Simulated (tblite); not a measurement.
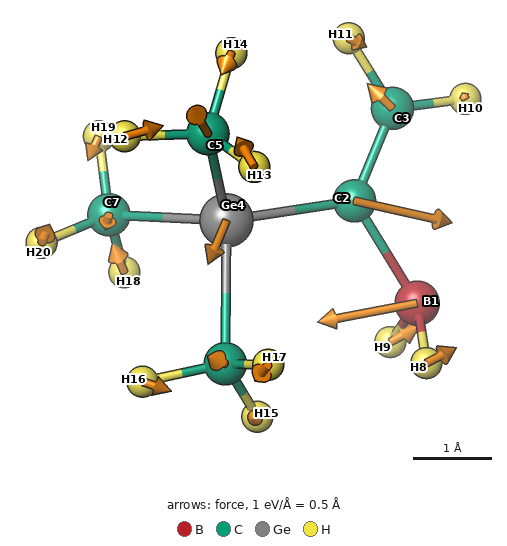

Starting geometry of C$_{5}$H$_{13}$BGe with the computed forces as orange arrows. A ball-and-stick model, seen at a tilt.

Computed with tblite 0.8.0, GFN2-xTB geometry optimisation, gas phase. 

Is this structure relaxed? If not, where do the atoms go?

It isn't relaxed: the largest force vector, on a C atom, is 2.86 eV/Å. The final displacements have little in common with the starting forces (cosine between the two patterns 0.30). Over 94 geometry steps the energy falls by 0.853 eV. The atom that moves furthest after the best rigid fit is an H atom (0.60 Å). By element the largest moves are H 0.60 Å, C 0.18 Å, Ge 0.14 Å, B 0.10 Å. Near-neighbour distances that change, for instance: C–Ge 1.907 → 2.017 Å, C–Ge 1.909 → 1.994 Å, B–C 1.597 → 1.523 Å, C–H 1.125 → 1.086 Å. Bond angles that change, for instance: B–C–C 119.8° → 133.1°, B–C–Ge 116.7° → 109.8°, C–B–H 113.5° → 120.0°. Groups turn about C–Ge by about 20°, C–Ge by about 20°.
